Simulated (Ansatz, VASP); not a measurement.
**BAs in two plane-wave programs**

One calculation is typed for both programs; each brings its own data sets. How far apart do they land? The cell is taken from a series of VASP runs on this material, whose earlier steps may have relaxed, scaled or displaced it; both programs get it as it stands. Other levels of theory on this material are compared in a session of their own. Valence electrons are named where the data sets of a main pair hold unlike numbers.

Calculated with Ansatz 0.2.0; plane waves, with VASP 6.6.1 beside it; band structure at r2SCAN, band structure at r2SCAN, spin-orbit coupling and single point at LDA.

### 1. The structure

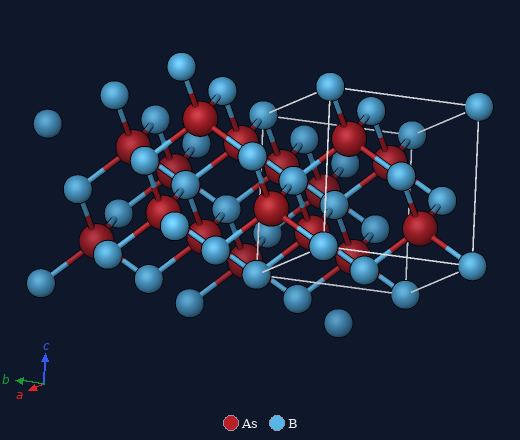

The cell as given, from a free direction (arsenic red, boron blue). 2×2×1 cells are drawn. This picture shows the conventional cell, with its axes. Bonds to atoms that aren't drawn are left out. Some periodic images of atoms are drawn too.

### 2. VASP: band structure, r2SCAN

The same path points are solved in both programs, so levels can be compared one by one.

Lines of VASP's logs that name or quote its potential files are left out, and so is its time.

INCAR reads:

```
SYSTEM = BAs
PREC = Accurate
ENCUT = 370
EDIFF = 1E-06
NELM = 100
ISMEAR = 0
SIGMA = 0.03
LREAL = .FALSE.
ALGO = Normal
METAGGA = R2SCAN
LASPH = .TRUE.
NBANDS = 16
LORBIT = 11
LWAVE = .FALSE.
LCHARG = .FALSE.
KPAR = 4
```

POSCAR reads:

```
BAs
1.0
    0.0000000000      2.3885000000      2.3885000000
    2.3885000000      0.0000000000      2.3885000000
    2.3885000000      2.3885000000      0.0000000000
As B
1 1
Direct
    0.7500000000      0.7500000000      0.7500000000
    0.0000000000      0.0000000000      0.0000000000
```

KPOINTS reads:

```
Automatic mesh
0
Gamma
8 8 8
0 0 0
```

KPOINTS_OPT reads:

```
Line mode
10
Line-mode
Reciprocal
  0.00000000   0.00000000   0.00000000 GAMMA
  0.50000000   0.00000000   0.50000000 X

  0.50000000   0.00000000   0.50000000 X
  0.50000000   0.25000000   0.75000000 W

  0.50000000   0.25000000   0.75000000 W
  0.37500000   0.37500000   0.75000000 K

  0.37500000   0.37500000   0.75000000 K
  0.00000000   0.00000000   0.00000000 GAMMA

  0.00000000   0.00000000   0.00000000 GAMMA
  0.50000000   0.50000000   0.50000000 L

  0.50000000   0.50000000   0.50000000 L
  0.62500000   0.25000000   0.62500000 U

  0.62500000   0.25000000   0.62500000 U
  0.50000000   0.25000000   0.75000000 W

  0.50000000   0.25000000   0.75000000 W
  0.50000000   0.50000000   0.50000000 L

  0.50000000   0.50000000   0.50000000 L
  0.37500000   0.37500000   0.75000000 K

  0.62500000   0.25000000   0.62500000 U
  0.50000000   0.00000000   0.50000000 X
```

The projector-augmented-wave data sets are As and B (PBE family, release 64).

Command:

```bash
mpirun -np 4 vasp_std
```

Numbers of over 12 decimals in the logs are rounded to 6 here.

Log:

```text
[banner, memory and clock lines left out]
running    4 mpi-ranks, on    1 nodes
 distrk:  each k-point on    1 cores,    4 groups
 distr:  one band on    1 cores,    1 groups

 POSCAR found type information on POSCAR AsB
 POSCAR found :  2 types and       2 ions
|                                                                             |
|               ----> ADVICE to this user running VASP <----                  |
|                                                                             |
|     You enforced a specific xc type in the INCAR file but a different       |
|     [... a line on the potential file left out ...]
|     I HOPE YOU KNOW WHAT YOU ARE DOING!                                     |
|                                                                             |

 LDA part: xc-table for (None), standard interpolation
 POSCAR, INCAR and KPOINTS ok, starting setup
 FFT: planning ... GRIDC
 FFT: planning ... GRID_SOFT
 FFT: planning ... GRID
 WAVECAR not read
 entering main loop
       N       E                     dE             d eps       ncg     rms          rms(c)
DAV:   1    -0.440184593427E+01   -0.44018E+01   -0.29306E+03   936   0.344E+02
DAV:   2    -0.234189641976E+02   -0.19017E+02   -0.18266E+02  1296   0.776E+01
DAV:   3    -0.238462669258E+02   -0.42730E+00   -0.42690E+00  1064   0.970E+00
DAV:   4    -0.238468633860E+02   -0.59646E-03   -0.59646E-03  1216   0.444E-01
DAV:   5    -0.238468641243E+02   -0.73832E-06   -0.73833E-06  1096   0.148E-02    0.500E+00
DAV:   6    -0.222863957571E+02    0.15605E+01   -0.80340E-01  1064   0.331E+00    0.278E+00
DAV:   7    -0.222527946099E+02    0.33601E-01   -0.15776E-01  1160   0.151E+00    0.984E-01
DAV:   8    -0.222507602458E+02    0.20344E-02   -0.12747E-02  1112   0.607E-01    0.932E-02
DAV:   9    -0.222509624375E+02   -0.20219E-03   -0.53447E-04  1096   0.108E-01    0.467E-02
DAV:  10    -0.222509967778E+02   -0.34340E-04   -0.31624E-05  1096   0.297E-02    0.125E-02
DAV:  11    -0.222509966335E+02    0.14428E-06   -0.50376E-06  1208   0.122E-02
   1 F= -.22250997E+02 E0= -.22250997E+02  d E =-.191567E-25
 Start KPOINTS_OPT (optional k-point list driver)
k-point batch [1-29\100]
       N       E                     dE             ncg
DAV:   1     0.359674118171E+03   -0.67653E+04      928
DAV:   2    -0.228763373496E+03   -0.58844E+03     1256
DAV:   3    -0.242183552957E+03   -0.13420E+02     1096
DAV:   4    -0.242203392301E+03   -0.19839E-01     1264
DAV:   5    -0.242203419139E+03   -0.26838E-04     1080
DAV:   6    -0.242203419196E+03   -0.56903E-07     1064
[...]
k-point batch [88-100\100]
       N       E                     dE             ncg
DAV:   1     0.432026591428E+04   -0.38165E+04      416
DAV:   2     0.406413796295E+04   -0.25613E+03      552
DAV:   3     0.405907633969E+04   -0.50616E+01      512
DAV:   4     0.405906837278E+04   -0.79669E-02      528
DAV:   5     0.405906835983E+04   -0.12953E-04      528
DAV:   6     0.405906835979E+04   -0.32474E-07      456
```

From OUTCAR (step 2):

```text
ion  position               nearest neighbor table
   1  0.750  0.750  0.750-   2 2.07   2 2.07   2 2.07   2 2.07
   2  0.000  0.000  0.000-   1 2.07   1 2.07   1 2.07   1 2.07

  LATTYP: Found a face centered cubic cell.
 ALAT       =     4.7770000000

 Subroutine GETGRP returns: Found 24 space group operations
 (whereof 24 operations were pure point group operations)

The static configuration has the point symmetry T_d .

 Found     29 irreducible k-points:

   k-points           NKPTS =     29   k-points in BZ     NKDIM =     29   number of bands    NBANDS=     16

   dimension x,y,z NGX =    24 NGY =   24 NGZ =   24
   dimension x,y,z NGXF=    48 NGYF=   48 NGZF=   48

   ENCUT  =  370.0 eV  27.19 Ry    5.21 a.u.   5.30  5.30  5.30*2*pi/ulx,y,z

   NELECT =       8.0000    total number of electrons

 k-points in reciprocal lattice and weights: Automatic mesh
   0.00000000  0.00000000  0.00000000       0.002
   0.12500000  0.00000000  0.00000000       0.016
   0.25000000  0.00000000  0.00000000       0.016
   0.37500000  0.00000000  0.00000000       0.016
   0.50000000  0.00000000  0.00000000       0.008
   0.12500000  0.12500000  0.00000000       0.012
   0.25000000  0.12500000  0.00000000       0.047
   0.37500000  0.12500000  0.00000000       0.047
   0.50000000  0.12500000  0.00000000       0.047
[...]
-0.37500000  0.50000000  0.12500000       0.023
  -0.25000000  0.50000000  0.25000000       0.012

 average (electrostatic) potential at core
       1 -53.3175       2 -28.1598

 E-fermi :   6.2367

 k-point     1 :       0.0000    0.0000    0.0000
  band No.  band energies     occupation
      1     -10.1341      2.00000
      2       6.0245      2.00000
      3       6.0245      2.00000
      4       6.0245      2.00000
      5       9.4694      0.00000
      6       9.4694      0.00000
      7       9.4694      0.00000
      8      11.1773      0.00000
      9      16.4034      0.00000
    ...

 k-point     2 :       0.1250    0.0000    0.0000
  band No.  band energies     occupation
      1      -9.8651      2.00000
      2       3.9558      2.00000
      3       5.5572      2.00000
      4       5.5572      2.00000
      5       9.6915      0.00000
      6      10.0854      0.00000
      7      10.0854      0.00000
      8      12.4746      0.00000
      9      17.3665      0.00000
    ...

 k-point     3 :       0.2500    0.0000    0.0000
  band No.  band energies     occupation
      1      -9.0816      2.00000
      2       0.8312      2.00000
      3       4.8013      2.00000
      4       4.8013      2.00000
      5       9.3842      0.00000
      6      10.9386      0.00000
      7      10.9386      0.00000
      8      14.5668      0.00000
      9      17.7997      0.00000
    ...

  Total        0.1388041      0.1388041      0.1388041     -0.0000000     -0.0000000     -0.0000000
  in kB        8.1603165      8.1603165      8.1603165     -0.0000000     -0.0000000     -0.0000000
  external PRESSURE =       8.1603165 kB  Pullay stress =       0.0000000 kB

  energy-cutoff  :      370.00
  volume of cell :       27.25
      direct lattice vectors                 reciprocal lattice vectors
     0.000000000  2.388500000  2.388500000    -0.209336404  0.209336404  0.209336404
     2.388500000  0.000000000  2.388500000     0.209336404 -0.209336404  0.209336404
     2.388500000  2.388500000  0.000000000     0.209336404  0.209336404 -0.209336404

 POSITION                                       TOTAL-FORCE (eV/Angst)
 -----------------------------------------------------------------------------------
      3.58275      3.58275      3.58275         0.000000      0.000000      0.000000
      0.00000      0.00000      0.00000        -0.000000     -0.000000     -0.000000
 -----------------------------------------------------------------------------------
    total drift:                               -0.000000     -0.000000     -0.000000

  FREE ENERGIE OF THE ION-ELECTRON SYSTEM (eV)
  ---------------------------------------------------
  free  energy   TOTEN  =       -22.2509966335 eV

  energy  without entropy=      -22.2509966335  energy(sigma->0) =      -22.25099663

 total charge
# of ion       s       p       d       tot
------------------------------------------
    1        1.172   1.697   0.092   2.961
    2        0.670   1.166   0.000   1.836
--------------------------------------------------
tot          1.842   2.863   0.092   4.797

[... 3 further parts left out ...]
```

The run ends at a pressure of 0.82 GPa.

### 3. Ansatz: band structure, r2SCAN

Ansatz runs on its default PAW (the set named soft_2) files.

The same cell, functional, mesh and smearing now go to Ansatz, which takes its cutoff from its data sets.

input.yaml reads:

```yaml
crystal:
  lattice:
    - [0.0, 2.3885, 2.3885]
    - [2.3885, 0.0, 2.3885]
    - [2.3885, 2.3885, 0.0]
  atoms:
    - { symbol: As, position: [0.75, 0.75, 0.75] }
    - { symbol: B, position: [0.0, 0.0, 0.0] }
hamiltonian:
  xc: r2scan
  pseudopotentials: { kind: paw }
kpoints:
  mp_grid: { grid: [8, 8, 8] }
  band_path:
    path:
      - [0.0, 0.0, 0.0]
      - [0.16667, 0.0, 0.16667]
      - [0.33333, 0.0, 0.33333]
      - [0.38889, 0.0, 0.38889]
      - [0.5, 0.0, 0.5]
      - [0.5, 0.08333, 0.58333]
      - [0.5, 0.19444, 0.69444]
      - [0.5, 0.25, 0.75]
      - [0.45833, 0.29167, 0.75]
      - [0.40278, 0.34722, 0.75]
      - [0.375, 0.375, 0.75]
      - [0.20833, 0.20833, 0.41667]
      - [0.08333, 0.08333, 0.16667]
      - [0.0, 0.0, 0.0]
      - [0.22222, 0.22222, 0.22222]
      - [0.38889, 0.38889, 0.38889]
      - [0.51389, 0.47222, 0.51389]
      - [0.55556, 0.38889, 0.55556]
      - [0.61111, 0.27778, 0.61111]
      - [0.61111, 0.25, 0.63889]
      - [0.56944, 0.25, 0.68056]
      - [0.51389, 0.25, 0.73611]
      - [0.5, 0.27778, 0.72222]
      - [0.5, 0.38889, 0.61111]
      - [0.5, 0.47222, 0.52778]
      - [0.48611, 0.48611, 0.52778]
      - [0.43056, 0.43056, 0.63889]
      - [0.38889, 0.38889, 0.72222]
      - [0.59722, 0.19444, 0.59722]
      - [0.55556, 0.11111, 0.55556]
      - [0.5, 0.0, 0.5]
    npoints: 1
scf:
  occupations: { method: gaussian, width: 0.03 }
  n_extra_bands: 7
output:
  forces: true
  stress: true
  eigenvalues: true
```

Command:

```bash
ansatz run input.yaml --threads 2 --pin off --max-ram 4608MiB --backend cpu --events-out ev --progress --plain --runs-dir out
```

Log:

```text
scf.n_extra_bands = 7 over 9 filled bands (N_el = 18.0): the run solves 16 bands
Engine: ansatz 0.2.0, aarch64-unknown-linux-gnu
Pseudopotentials: kind: paw
Pseudopotential: As, paw, valence charge 15, recommended cutoff 500 eV (meta_gga), As.paw.azcp
Pseudopotential: B, paw, valence charge 3, recommended cutoff 500 eV (meta_gga), B.paw.azcp
Functional definition: r2SCAN
  parameter k0 = 0.174
  parameter k1 = 0.065
  parameter a1 = 4.9479
  exchange = r2scan_x(k0 = k0, k1 = k1, a1 = a1)
  correlation = r2scan_c
Crystal: 2 atoms, lattice volume = 27.252 Å³
Basis set: ecut = 500 eV, 701 PW (Γ), exchange–correlation on 100×100×100 points (64 copies of the dense FFT grid, shifted against one another)
Bands: 16, of which v1, the nominal top of the filled ones, is band 9 counted from 1 (8 counted from 0)
Symmetry: 24 space group operations
Space group: F-43m (ITA 216), of the structure as read, at distance tolerance 3.0e-5 Å
k-points: 29 of 512 (time reversal used)
Non-local potential: As, projectors of the file, l = 0: 2, l = 1: 2, l = 2: 3, l = 3: 1
Non-local potential: B, projectors of the file, l = 0: 2, l = 1: 2, l = 2: 1
PAW form: soft (Blöchl's): semilocal exchange-correlation on the pseudo side does not see the compensation charge
PAW frozen core: As, regenerated for the run's functional (the file was generated under x = pbe(κ = 0.804, μ = 0.219515), c = pbe(β = 0.066725))
PAW frozen core: B, regenerated for the run's functional (the file was generated under x = pbe(κ = 0.804, μ = 0.219515), c = pbe(β = 0.066725))
PAW one-centre angular grid: As, 590 points (default); XC on 160 Gauss nodes
PAW one-centre angular grid: B, 302 points (default); XC on 160 Gauss nodes
Initial density: superposition of atomic densities (neutral atoms: chi_scale 0, normalization atom), corrected by the library's trained network
Initial wavefunctions: pseudopotential atomic-orbital guess
Functional: x = r2scan, c = r2scan; τ floored in thin density (d = 2e-4 eV/Å³)
SCF iter   1: F=—  HF=-5021.314723 eV  |F-HF|=—  |Δ(HF+E_count)|=         —  Δρ=5.89e-3  dr2=1.05e-2  dr2_τ=9.55e-2  ethr=1.77e-3  ⟨swp⟩=5.8  Hψ=2558  notcnv=0
preconditioner: auto → none  [insulator: Δε(μ)=1.351 eV  Ē_g=16.605 eV  σ=0.030 eV  W_gap=1.00  n_scr=8 (ndim 8)  ℏωp=20.1 eV  f_vac=0.000  D(μ)=0.00/eV (n_scr^D=0)  ε∞_Penn≈2.5]
SCF iter   2: F=—  HF=-5021.339217 eV  |F-HF|=—  |Δ(HF+E_count)|=   2.45e-2  Δρ=2.45e-3  dr2=8.72e-4  dr2_τ=1.15e-4  ethr=5.82e-5  ⟨swp⟩=2.3  Hψ=1097  notcnv=0  defer=71
SCF iter   3: F=—  HF=-5021.339303 eV  |F-HF|=—  |Δ(HF+E_count)|=   8.57e-5  Δρ=1.32e-3  dr2=2.13e-4  dr2_τ=3.20e-6  ethr=4.84e-6  ⟨swp⟩=2.0  Hψ=651  notcnv=0  defer=71
SCF iter   4: F=—  HF=-5021.339367 eV  |F-HF|=—  |Δ(HF+E_count)|=   6.38e-5  Δρ=1.38e-4  dr2=2.60e-6  dr2_τ=1.31e-7  ethr=1.18e-6  ⟨swp⟩=1.0  Hψ=393  notcnv=0  defer=71
SCF iter   5: F=—  HF=-5021.339366 eV  |F-HF|=—  |Δ(HF+E_count)|=   8.56e-7  Δρ=2.05e-5  dr2=5.27e-8  dr2_τ=2.54e-9  ethr=1.45e-8  ⟨swp⟩=2.0  Hψ=466  notcnv=0  defer=71
SCF iter   6: F=-5021.339366 eV  HF=-5021.339366 eV  |F-HF|=1.97e-9  |Δ(HF+E_count)|=   2.18e-9  Δρ=7.01e-6  dr2=8.16e-9  dr2_τ=2.48e-10  ethr=2.93e-10  ⟨swp⟩=6.5  Hψ=2102  notcnv=0
SCF 1 converged in 6 iterations: F = -5021.339366 eV  dr2 = 8.16e-9
  greatest PAW one-centre occupation: 0.999 electrons in one spin orbital (limit 2), on the As atom at site 0 (counted from 0), in its partial waves of l = 2
NSCF: frozen V_eff on 31 k-points
SCF converged after 6 iterations
Free energy (F): -5021.339366 eV
Harris-Foulkes:  -5021.339366 eV  (|F-HF|=1.97e-9)
Internal energy: -5021.339366 eV  (E = F + TS)
E sigma→0 (E₀):  -5021.339366 eV
Fermi energy:    11.729315 eV
--- Per-component energies (eV) ---
  E_band       = -222.635873
  E_kinetic    = 151.617322
  E_local      = -1694.361963  (includes V_loc(G=0)·N_el)
  E_nonlocal   = -657.623368
  E_hartree    = 941.119931
  E_xc         = -105.677079
  E_vxc        = -125.652781  (∫ρ·V_xc dr)
  E_paw        = -1929.163355  (= ΣΔE_a)
  E_vpaw       = 214.893011  (= ΣTr[D̂ρ^β])
  E_aug_tail   = -0.000007  (compensation charges beyond the density's cutoff)
  E_vtau       = 6.250346  (kinetic-family band-sum trace: ∫τ·v_τ [+ j·A + Jᵃ·Aᵃ] dr)
  E_ewald      = -1725.774997
  E_core_change = -1.475850  (= ΣΔE_core)
  E_smearing   = -0.000000  (= −TS)
  E_closure    = 0.000000  (closes the sum)
  Σ components = -5021.339366   (vs F -5021.339366, Δ=0.00e0)
--- Forces (eV/Å), atoms counted from 1 ---
  atom   1  As    -0.00000000     0.00000000     0.00000000
  atom   2  B     -0.00000000     0.00000000    -0.00000000
  max |Σ_I F_I| component: 4.90e-16 eV/Å
--- Stress (GPa, compression-positive) ---
        0.611453      -0.000000      -0.000000
       -0.000000       0.611453       0.000000
       -0.000000       0.000000       0.611453
  P = ⅓ Tr σ = 0.6115 GPa (6.115 kbar)
--- Band table (eV; the first three rows and the last of 29) ---
  k-point 0: bands = [... 5 lower, -5.1259, 11.0387, 11.0387, 11.0387, 14.4803, 14.4803, 14.4803, 16.1578, ... 3 higher]
  k-point 1: bands = [... 5 lower, -4.8565, 8.9670, 10.5706, 10.5706, 14.7011, 15.0983, 15.0983, 17.4654, ... 3 higher]
  k-point 2: bands = [... 5 lower, -4.0718, 5.8434, 9.8139, 9.8139, 14.3907, 15.9556, 15.9556, 19.5753, ... 3 higher]
  k-point 28: bands = [... 5 lower, -0.4965, 2.4330, 5.3018, 5.6026, 16.7401, 17.5022, 18.2368, 18.4511, ... 3 higher]
```

The job ended after 2.2 s (2 threads of Arm Neoverse V2, shared host; peak memory 0.35 GiB).

### 4. Side by side

Known differences besides the potentials themselves: VASP keeps PBE cores, Ansatz makes them for the functional; the data sets hold 18 valence electrons in Ansatz (on its default PAW (the set named soft_2) files) and 8 in VASP; the cutoff is 500 eV in Ansatz and 370 eV in VASP. Total energies have different zeros and are not compared.

The two programs side by side:

| quantity | Ansatz | VASP | difference |
| --- | --- | --- | --- |
| pressure (GPa) | 0.61 | 0.82 | -0.20 |
| gap over the path points (eV) | 1.371 | 1.371 | 0.000 |

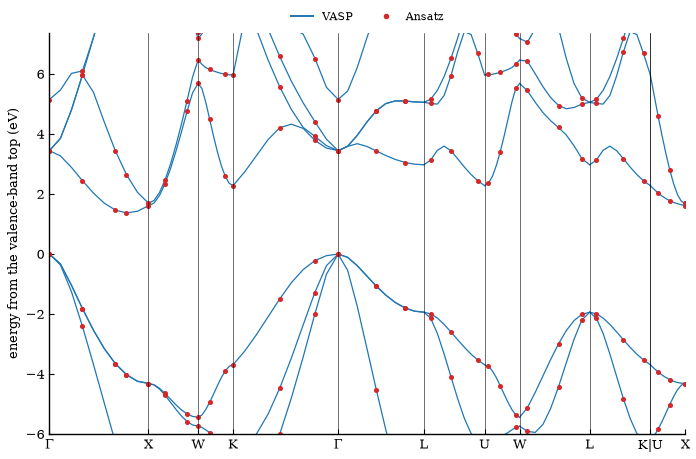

Bands from VASP (lines) and levels from Ansatz (dots). Dots without a line are higher empty bands that the VASP plot leaves out.

Levels at points of the path, from each program's valence-band top (eV; 3 filled, then empty):

| k (reciprocal lattice) | Ansatz | VASP |
| --- | --- | --- |
| 0.000 0.000 0.000 | 0.00 0.00 0.00 3.44 3.44 3.44 | 0.00 0.00 0.00 3.44 3.44 3.44 |
| 0.167 0.000 0.167 | -2.41 -1.82 -1.82 2.45 5.97 5.97 | -2.41 -1.81 -1.81 2.45 5.97 5.97 |
| 0.333 0.000 0.333 | -6.29 -3.66 -3.66 1.47 3.43 9.76 | -6.29 -3.66 -3.66 1.47 3.43 9.73 |
| 0.389 0.000 0.389 | -7.52 -4.02 -4.02 1.37 2.65 10.91 | -7.52 -4.02 -4.02 1.37 2.65 10.88 |
| 0.500 0.000 0.500 | -9.06 -4.31 -4.31 1.61 1.70 12.19 | -9.06 -4.31 -4.31 1.61 1.69 12.16 |
| 0.500 0.083 0.583 | -8.97 -4.70 -4.64 2.34 2.46 11.30 | -8.97 -4.70 -4.64 2.34 2.46 11.27 |
| 0.500 0.194 0.694 | -8.67 -5.58 -5.33 4.75 5.11 8.44 | -8.67 -5.58 -5.33 4.75 5.10 8.42 |
| 0.500 0.250 0.750 | -8.61 -5.74 -5.44 5.70 6.46 7.20 | -8.61 -5.74 -5.44 5.68 6.46 7.18 |
| 0.458 0.292 0.750 | -8.61 -5.95 -4.94 4.49 6.16 7.98 | -8.61 -5.95 -4.94 4.49 6.15 7.97 |
| 0.403 0.347 0.750 | -8.66 -6.18 -3.89 2.59 6.00 9.43 | -8.66 -6.18 -3.89 2.59 5.99 9.41 |

Among the levels compared at these points, filled levels agree within 5 meV and empty ones within 34 meV.

(Continued in part 2 of 2.)

[Lines on the potential files, build, host, timing and source positions are cut from VASP's logs without a mark.]

[Logs are printed without paths, hosts, clocks, repeated set-up lines and the standing remarks that a program may print on its own settings, such as how far it seeks lower states.]

[Hosts, paths, dates, database ids (printed as entryN), source tags and the programs' standing remarks are cut or masked in the printed files.]
